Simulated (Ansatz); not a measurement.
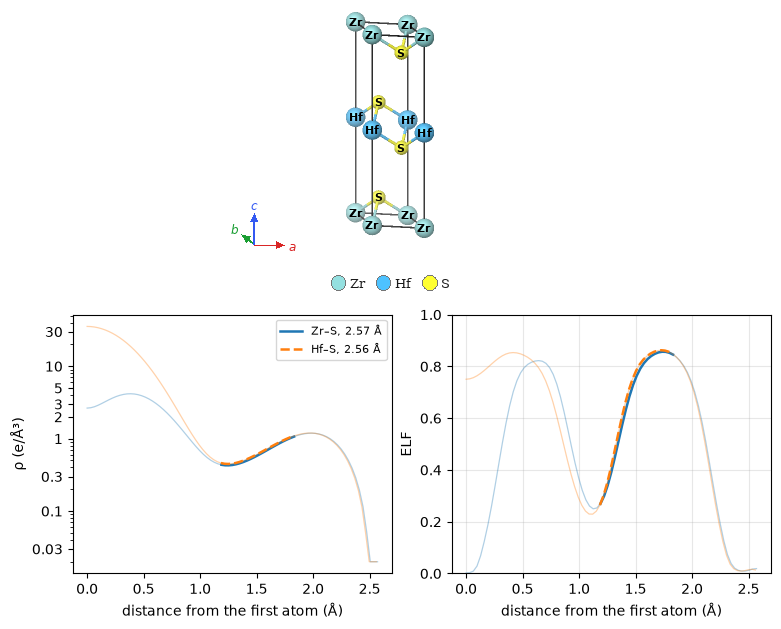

HfZrS₄. Valence charge density (pseudo) and ELF along straight lines between neighbouring atoms. Thin, pale parts lie inside the atomic spheres. The structure is drawn too.

Space group P-3m1; a structure generated by program, which may or may not match a known phase.

The calculation used Ansatz, DFT PBE, scalar-relativistic, plane waves, PAW.

Core electrons are frozen (PAW), and the valence fields are smoothed inside the atomic spheres.

Q: Compare the contacts.

A: Zr–S (2.57 Å): the density is about 0.43 e/Å³ at the midpoint; the ELF peaks at about 0.85 in the valence shell of S, 0.8 Å from its nucleus, and is about 0.40 at the midpoint.
Hf–S (2.56 Å): ρ is about 0.45 e/Å³ halfway; the ELF peaks at about 0.85 in the valence shell of S, 0.8 Å from its nucleus, and is about 0.40 at the midpoint.
